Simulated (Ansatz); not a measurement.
# KRb2WF6 (element-swapped structure): how the settings move a single-point run

Question: which choices in the input matter for KRb2WF6 (element-swapped structure)?

Method: reference: DFT r2SCAN, plane waves, PAW, scalar-relativistic, no spin polarisation, in Ansatz 0.2.0.

## 1. Starting point

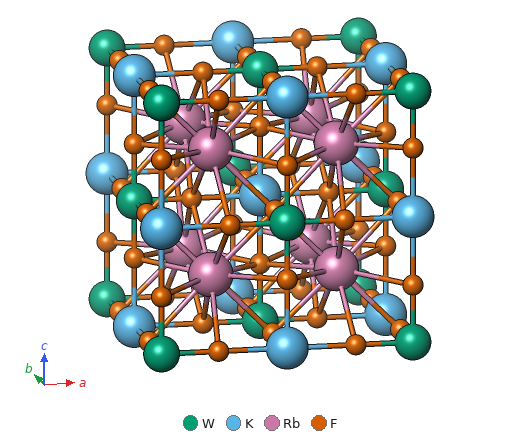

The starting structure, seen slightly off an axis (tungsten teal, potassium blue, rubidium pink, fluorine orange). Atoms on the faces are drawn again on the opposite ones. The cell drawn here is the conventional one.

As a file:

```cif
data_structure
_symmetry_space_group_name_H-M 'Fm-3m'
_symmetry_Int_Tables_number 225
_cell_length_a 8.9510
_cell_length_b 8.9510
_cell_length_c 8.9510
_cell_angle_alpha 90.000
_cell_angle_beta 90.000
_cell_angle_gamma 90.000
_cell_volume 717.16
loop_
_atom_site_label
_atom_site_type_symbol
_atom_site_symmetry_multiplicity
_atom_site_Wyckoff_symbol
_atom_site_fract_x
_atom_site_fract_y
_atom_site_fract_z
_atom_site_occupancy
W1 W 4 a 0.00000 0.00000 0.00000 1
K1 K 4 b 0.50000 0.00000 0.00000 1
Rb1 Rb 8 c 0.25000 0.75000 0.75000 1
F1 F 24 e 0.22700 0.00000 0.00000 1
```

## 2. Reference

input.yaml reads:

```yaml
crystal:
  lattice:
    - [0.0, 4.475509, 4.475509]
    - [4.475509, 0.0, 4.475509]
    - [4.475509, 4.475509, 0.0]
  atoms:
    - { symbol: W, position: [0.0, 0.0, 0.0] }
    - { symbol: K, position: [0.5, 0.5, 0.5] }
    - { symbol: Rb, position: [0.25, 0.25, 0.25] }
    - { symbol: Rb, position: [0.75, 0.75, 0.75] }
    - { symbol: F, position: [0.773, 0.227, 0.227] }
    - { symbol: F, position: [0.227, 0.773, 0.227] }
    - { symbol: F, position: [0.227, 0.773, 0.773] }
    - { symbol: F, position: [0.773, 0.227, 0.773] }
    - { symbol: F, position: [0.227, 0.227, 0.773] }
    - { symbol: F, position: [0.773, 0.773, 0.227] }
  symmetry: { tolerance: 0.0003 }
kpoints:
  mp_grid: { grid: [4, 4, 4], shift: [0, 0, 0] }
magnetization:
  spin_polarized: false
scf:
  occupations: { method: fermi_dirac }
hamiltonian:
  pseudopotentials: { kind: paw }
  xc: r2scan
basis:
  ecutwfc: 500
output:
  forces: true
  stress: true
  eigenvalues: true
```

Launch:

```
> ansatz run input.yaml --threads 1 --pin off --max-ram 2560MiB --backend cpu --events-out ev --progress --plain --runs-dir out
```

Standard output (excerpt; [...] marks lines left out):

```text
Warning: RAYON_NUM_THREADS=1 ignored (pool sized by the plan → 1); use --threads N
[...]
Pseudopotentials: kind: paw
Pseudopotential: W, paw, valence charge 14, recommended cutoff 500 eV (meta_gga), W.paw.azcp
Pseudopotential: K, paw, valence charge 9, recommended cutoff 500 eV (meta_gga), K.paw.azcp
Pseudopotential: Rb, paw, valence charge 9, recommended cutoff 500 eV (meta_gga), Rb.paw.azcp
Pseudopotential: F, paw, valence charge 7, recommended cutoff 500 eV (meta_gga), F.paw.azcp
Functional definition: r2SCAN
[...]
Crystal: 10 atoms, lattice volume = 179.291 Å³
Basis set: ecut = 500 eV, 4573 PW (Γ), exchange–correlation on 192×192×192 points (64 copies of the dense FFT grid, shifted against one another)
Bands: 52, of which v1, the nominal top of the filled ones, is band 42 counted from 1 (41 counted from 0)
Symmetry: 48 space group operations
Space group: Fm-3m (ITA 225), of the structure as read, at distance tolerance 1.7e-3 Å
k-points: 8 of 64
[...]
SCF iter   1: F=—  HF=-23362.388872 eV  |F-HF|=—  |Δ(HF+E_count)|=         —  Δρ=8.77e-3  dr2=1.25e-1  dr2_τ=2.91e-1  ethr=1.77e-3  ⟨swp⟩=6.5  Hψ=1586  notcnv=0  defer=6
[...]
SCF iter   8: F=-23362.593505 eV  HF=-23362.593505 eV  |F-HF|=7.16e-9  |Δ(HF+E_count)|=   1.78e-7  Δρ=4.87e-6  dr2=2.70e-8  dr2_τ=8.41e-9  ethr=1.20e-10  ⟨swp⟩=10.8  Hψ=2375  notcnv=0
[...]
SCF converged after 8 iterations
Free energy (F): -23362.593505 eV
[...]
E sigma→0 (E₀):  -23362.391532 eV
Entropy (-TS):   -0.403946 eV (-40.395 meV/atom)
Fermi energy:    8.691472 eV
[...]
--- Forces (eV/Å), atoms counted from 1 ---
  atom   1  W      0.00000000    -0.00000000    -0.00000000
  atom   2  K      0.00000000    -0.00000000     0.00000000
  atom   3  Rb    -0.00000000    -0.00000000    -0.00000000
  atom   4  Rb    -0.00000000     0.00000000     0.00000000
  atom   5  F      0.19782986     0.00000000    -0.00000000
  atom   6  F     -0.00000000     0.19782986    -0.00000000
  atom   7  F     -0.19782986    -0.00000000     0.00000000
  atom   8  F      0.00000000    -0.19782986     0.00000000
[...]
--- Stress (GPa, compression-positive) ---
        2.009888      -0.000000       0.000000
       -0.000000       2.009888      -0.000000
        0.000000      -0.000000       2.009888
  P = ⅓ Tr σ = 2.0099 GPa (20.099 kbar)
--- Band table (eV; the first three rows and the last of 8) ---
[...]
```

Run time: 11 s. Hardware: 1 thread of Intel Xeon Platinum 8488C (Sapphire Rapids), shared host; peak memory 1.1 GiB.

## 3. Changing settings: chi_scale 0.3, ecutwfc 600 eV

input.yaml, as its differences from that of step 2:

```diff
@@ -23,2 +23,3 @@
   occupations: { method: fermi_dirac }
+  initial_density: { chi_scale: 0.3 }
 hamiltonian:
@@ -27,3 +28,3 @@
 basis:
-  ecutwfc: 500
+  ecutwfc: "600 eV"
 output:
```

Launch:

```
> ansatz run input.yaml --threads 1 --pin off --max-ram 2560MiB --backend cpu --events-out ev --progress --plain --runs-dir out
```

Standard output (excerpt; [...] marks lines left out):

```text
Warning: RAYON_NUM_THREADS=1 ignored (pool sized by the plan → 1); use --threads N
[...]
Pseudopotentials: kind: paw
Pseudopotential: W, paw, valence charge 14, recommended cutoff 500 eV (meta_gga), W.paw.azcp
Pseudopotential: K, paw, valence charge 9, recommended cutoff 500 eV (meta_gga), K.paw.azcp
Pseudopotential: Rb, paw, valence charge 9, recommended cutoff 500 eV (meta_gga), Rb.paw.azcp
Pseudopotential: F, paw, valence charge 7, recommended cutoff 500 eV (meta_gga), F.paw.azcp
Functional definition: r2SCAN
[...]
Crystal: 10 atoms, lattice volume = 179.291 Å³
Basis set: ecut = 600 eV, 5961 PW (Γ), exchange–correlation on 216×216×216 points (64 copies of the dense FFT grid, shifted against one another)
Bands: 52, of which v1, the nominal top of the filled ones, is band 42 counted from 1 (41 counted from 0)
Symmetry: 48 space group operations
[...]
SCF converged after 13 iterations
Free energy (F): -23362.627722 eV
[...]
E sigma→0 (E₀):  -23362.425742 eV
Entropy (-TS):   -0.403959 eV (-40.396 meV/atom)
Fermi energy:    8.690793 eV
[...]
--- Forces (eV/Å), atoms counted from 1 ---
  atom   1  W      0.00000000    -0.00000000    -0.00000000
  atom   2  K      0.00000000    -0.00000000    -0.00000000
  atom   3  Rb     0.00000000     0.00000000    -0.00000000
  atom   4  Rb     0.00000000    -0.00000000     0.00000000
  atom   5  F      0.19773194     0.00000000     0.00000000
  atom   6  F     -0.00000000     0.19773194    -0.00000000
  atom   7  F     -0.19773194    -0.00000000    -0.00000000
  atom   8  F      0.00000000    -0.19773194     0.00000000
[...]
--- Stress (GPa, compression-positive) ---
        1.992376      -0.000000       0.000000
       -0.000000       1.992376      -0.000000
        0.000000       0.000000       1.992376
  P = ⅓ Tr σ = 1.9924 GPa (19.924 kbar)
--- Band table (eV; the first three rows and the last of 8) ---
[...]
```

Wall time 25 s (1 thread of Intel Xeon Platinum 8488C (Sapphire Rapids), shared host); peak memory 1.3 GiB.

Changing the start and cutoff moves the energy by -3.4 meV/atom. More plane waves (600 against 500 eV) lower the energy, so the reference carries about that much basis error. Cost: 13 SCF cycles against 8, 25 s against 11 s.

## 4. Variant: occupations.method gaussian, occupations.width 0.3, hubbard.sites [{species: W, l: d, u_eff: 4.0}], hubbard.double_counting fll

input.yaml, as its differences from that of step 2:

```diff
@@ -22,3 +22,3 @@
 scf:
-  occupations: { method: fermi_dirac }
+  occupations: { method: gaussian, width: 0.3 }
 hamiltonian:
@@ -26,2 +26,3 @@
   xc: r2scan
+  hubbard: { sites: [{ species: W, l: d, u_eff: 4.0 }], double_counting: fll }
 basis:
```

Launch:

```
> ansatz run input.yaml --threads 1 --pin off --max-ram 2560MiB --backend cpu --events-out ev --progress --plain --runs-dir out
```

Standard output (excerpt; [...] marks lines left out):

```text
Warning: RAYON_NUM_THREADS=1 ignored (pool sized by the plan → 1); use --threads N
W: projections on atomic orbitals take those of the free atom [Kr 4d10 4f14] 5s2 5p6 5d4 6s2, of charge +0.00 (hamiltonian.pseudopotentials.projection_atoms); the dataset's partial waves leave at most 6.5e-5 of an orbital's norm unspanned inside its sphere
K: projections on atomic orbitals take those of the free atom [Ne] 3s2 3p6 4s1, of charge +0.00 (hamiltonian.pseudopotentials.projection_atoms); the dataset's partial waves leave at most 2.3e-7 of an orbital's norm unspanned inside its sphere
Rb: projections on atomic orbitals take those of the free atom [Ar 3d10] 4s2 4p6 5s1, of charge +0.00 (hamiltonian.pseudopotentials.projection_atoms); the dataset's partial waves leave at most 2.5e-6 of an orbital's norm unspanned inside its sphere
[...]
SCF converged after 12 iterations
Free energy (F): -23358.391776 eV
[...]
E sigma→0 (E₀):  -23358.142384 eV
Entropy (-TS):   -0.498785 eV (-49.878 meV/atom)
Fermi energy:    8.336232 eV
[...]
--- Forces (eV/Å), atoms counted from 1 ---
  atom   1  W      0.00000000    -0.00000000     0.00000000
  atom   2  K      0.00000000    -0.00000000    -0.00000000
  atom   3  Rb     0.00000000    -0.00000000     0.00000000
  atom   4  Rb     0.00000000     0.00000000    -0.00000000
  atom   5  F      0.30728038     0.00000000    -0.00000000
  atom   6  F     -0.00000000     0.30728038     0.00000000
  atom   7  F     -0.30728038    -0.00000000     0.00000000
  atom   8  F      0.00000000    -0.30728038    -0.00000000
[...]
--- Stress (GPa, compression-positive) ---
        2.524592       0.000000      -0.000000
        0.000000       2.524592      -0.000000
       -0.000000       0.000000       2.524592
  P = ⅓ Tr σ = 2.5246 GPa (25.246 kbar)
--- Band table (eV; the first three rows and the last of 8) ---
[...]
Occupation matrices written to <dir>
```

It took 13 s on 1 thread of Intel Xeon Platinum 8488C (Sapphire Rapids), shared host; peak memory 1.1 GiB.

Changing the smearing and Hubbard U moves the energy by +424.9 meV/atom (σ→0 values), and the pressure goes from 2.0 to 2.5 GPa and the largest force goes from 0.20 to 0.31 eV/Å. The U term adds an energy of its own, so the shift says nothing about which run is better. Cost: 12 SCF cycles against 8.

## 5. Changed: mp_grid.grid [2, 2, 2], lower_state_search off

input.yaml, as its differences from that of step 2:

```diff
@@ -18,3 +18,3 @@
 kpoints:
-  mp_grid: { grid: [4, 4, 4], shift: [0, 0, 0] }
+  mp_grid: { grid: [2, 2, 2], shift: [0, 0, 0] }
 magnetization:
@@ -23,2 +23,3 @@
   occupations: { method: fermi_dirac }
+  lower_state_search: "off"
 hamiltonian:
@@ -32 +33,5 @@
   eigenvalues: true
+  write_density: true
+  write_potential: true
+  elf: true
+  volumetric_format: npy
```

Launch:

```
> ansatz run input.yaml --threads 1 --pin off --max-ram 2560MiB --backend cpu --events-out ev --progress --plain --runs-dir out
```

Standard output (excerpt; [...] marks lines left out):

```text
Warning: RAYON_NUM_THREADS=1 ignored (pool sized by the plan → 1); use --threads N
[...]
Pseudopotentials: kind: paw
Pseudopotential: W, paw, valence charge 14, recommended cutoff 500 eV (meta_gga), W.paw.azcp
Pseudopotential: K, paw, valence charge 9, recommended cutoff 500 eV (meta_gga), K.paw.azcp
Pseudopotential: Rb, paw, valence charge 9, recommended cutoff 500 eV (meta_gga), Rb.paw.azcp
Pseudopotential: F, paw, valence charge 7, recommended cutoff 500 eV (meta_gga), F.paw.azcp
Functional definition: r2SCAN
[...]
Crystal: 10 atoms, lattice volume = 179.291 Å³
Basis set: ecut = 500 eV, 4573 PW (Γ), exchange–correlation on 192×192×192 points (64 copies of the dense FFT grid, shifted against one another)
Bands: 52, of which v1, the nominal top of the filled ones, is band 42 counted from 1 (41 counted from 0)
Symmetry: 48 space group operations
[...]
SCF converged after 9 iterations
Free energy (F): -23362.601911 eV
[...]
E sigma→0 (E₀):  -23362.404290 eV
Entropy (-TS):   -0.395242 eV (-39.524 meV/atom)
Fermi energy:    8.672124 eV
[...]
--- Forces (eV/Å), atoms counted from 1 ---
  atom   1  W     -0.00000000    -0.00000000    -0.00000000
  atom   2  K      0.00000000    -0.00000000    -0.00000000
  atom   3  Rb     0.00000000     0.00000000    -0.00000000
  atom   4  Rb    -0.00000000     0.00000000     0.00000000
  atom   5  F      0.17139764     0.00000000     0.00000000
  atom   6  F     -0.00000000     0.17139764     0.00000000
  atom   7  F     -0.17139764    -0.00000000    -0.00000000
  atom   8  F      0.00000000    -0.17139764    -0.00000000
[...]
--- Stress (GPa, compression-positive) ---
        1.932142       0.000000       0.000000
        0.000000       1.932142      -0.000000
       -0.000000       0.000000       1.932142
  P = ⅓ Tr σ = 1.9321 GPa (19.321 kbar)
--- Band table (eV) ---
[...]
```

Run time: 10 s. Hardware: 1 thread of Intel Xeon Platinum 8488C (Sapphire Rapids), shared host; peak memory 0.99 GiB.

Changing the k-point mesh and search for lower states moves the energy by -0.8 meV/atom, and the largest force goes from 0.20 to 0.17 eV/Å.

## 6. A further run, with the input changed

input.yaml, as its differences from that of step 2:

```diff
@@ -2,5 +2,5 @@
   lattice:
-    - [0.0, 4.475509, 4.475509]
-    - [4.475509, 0.0, 4.475509]
-    - [4.475509, 4.475509, 0.0]
+    - [0.0, 2.36833643, 2.36833643]
+    - [2.36833643, 0.0, 2.36833643]
+    - [2.36833643, 2.36833643, 0.0]
   atoms:
@@ -23,2 +23,3 @@
   occupations: { method: fermi_dirac }
+  max_iter: 100
 hamiltonian:
```

Launch:

```
> ansatz run input.yaml --threads 1 --pin off --max-ram 2560MiB --backend cpu --events-out ev --progress --plain --runs-dir out
```

Standard output (excerpt; [...] marks lines left out):

```text
Warning: RAYON_NUM_THREADS=1 ignored (pool sized by the plan → 1); use --threads N
[...]
Pseudopotentials: kind: paw
Pseudopotential: W, paw, valence charge 14, recommended cutoff 500 eV (meta_gga), W.paw.azcp
Pseudopotential: K, paw, valence charge 9, recommended cutoff 500 eV (meta_gga), K.paw.azcp
Pseudopotential: Rb, paw, valence charge 9, recommended cutoff 500 eV (meta_gga), Rb.paw.azcp
Pseudopotential: F, paw, valence charge 7, recommended cutoff 500 eV (meta_gga), F.paw.azcp
Functional definition: r2SCAN
[...]
Crystal: 10 atoms, lattice volume = 26.568 Å³
Basis set: ecut = 500 eV, 645 PW (Γ), exchange–correlation on 100×100×100 points (64 copies of the dense FFT grid, shifted against one another)
Bands: 52, of which v1, the nominal top of the filled ones, is band 42 counted from 1 (41 counted from 0)
Symmetry: 48 space group operations
[...]
SCF converged after 11 iterations
Free energy (F): -22663.979940 eV
[...]
E sigma→0 (E₀):  -22663.959412 eV
Entropy (-TS):   -0.041057 eV (-4.106 meV/atom)
Fermi energy:    68.769612 eV
[...]
--- Forces (eV/Å), atoms counted from 1 ---
  atom   1  W      0.00000000    -0.00000000    -0.00000000
  atom   2  K      0.00000000     0.00000000     0.00000000
  atom   3  Rb    -0.00000000     0.00000000     0.00000000
  atom   4  Rb    -0.00000000     0.00000000    -0.00000000
  atom   5  F    213.64543115     0.00000000     0.00000000
  atom   6  F     -0.00000000   213.64543115     0.00000000
  atom   7  F   -213.64543115    -0.00000000    -0.00000000
  atom   8  F      0.00000000  -213.64543115     0.00000000
[...]
--- Stress (GPa, compression-positive) ---
     7367.152569       0.000000       0.000000
       -0.000000    7367.152569       0.000000
       -0.000000       0.000000    7367.152569
  P = ⅓ Tr σ = 7367.1526 GPa (73671.526 kbar)
--- Band table (eV; the first three rows and the last of 8) ---
[...]
```

It took 5.3 s on 1 thread of Intel Xeon Platinum 8488C (Sapphire Rapids), shared host; peak memory 0.47 GiB.

## 7. Checking the result

The run converged and reported no error. It gives a pressure of 7367 GPa and a largest force of 213.6 eV/Å, far from the sound run.

The structure is shrunk by the factor 0.529 between bohr and ångström. The shortest distance in the input is 1.08 Å, between atoms 1 (W) and 7 (F).

What to do: give the lengths in the unit that the input reads.

Changing the structure moves the energy by +69.86 eV/atom, and the pressure goes from 2.0 to 7367.2 GPa and the largest force goes from 0.20 to 213.65 eV/Å. Cost: 11 SCF cycles against 8, 5.3 s against 11 s.

## 8. Comparison

| run | ending | energy change | pressure (GPa) | gap (eV) | force (eV/Å) | cycles | time |
| --- | --- | --- | --- | --- | --- | --- | --- |
| reference | converged | 0 | 2.0 | 0.00 | 0.20 | 8 | 11 s |
| 1: chi_scale 0.3, ecutwfc 600 eV | converged | -3.4 meV/atom | 2.0 | 0.00 | 0.20 | 13 | 25 s |
| 2: occupations.method gaussian, occupations.width 0.3, hubbard.sites [{species: W, l: d, u_eff: 4.0}], hubbard.double_counting fll | converged | +424.9 meV/atom (σ→0) (U changed: no physical gain or loss) | 2.5 | 0.00 | 0.31 | 12 | 13 s |
| 3: mp_grid.grid [2, 2, 2], lower_state_search off | converged | -0.8 meV/atom | 1.9 | 0.00 | 0.17 | 9 | 10 s |
| 4: structure | converged | +69.86 eV/atom | 7367.2 | 0.00 | 213.65 | 11 | 5.3 s |

Times don't compare one to one where runs were asked for different outputs or read a saved state (see the inputs); cycles may leave out searches for a lower state.

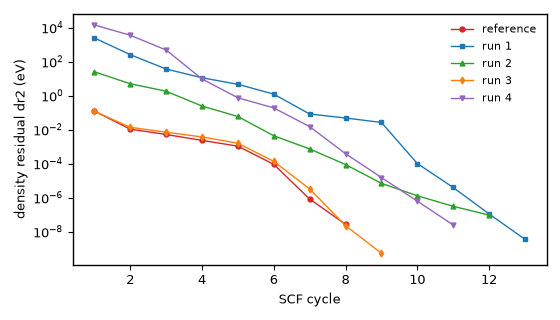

Residual by cycle in the longest SCF loop of each run; runs are numbered as in the table.

**Reading.** Of the converged runs whose energies compare with the reference's, «chi_scale 0.3, ecutwfc 600 eV» moves the energy most (-3.4 meV/atom). A changed U is a change of model: its shifts are not errors of convergence. The reference has no spin polarisation; with W present, a magnetic state may lie lower.

Caveats on the reference run: its mesh is coarse for a cell with so small a gap or none; the structure is made up and not relaxed.
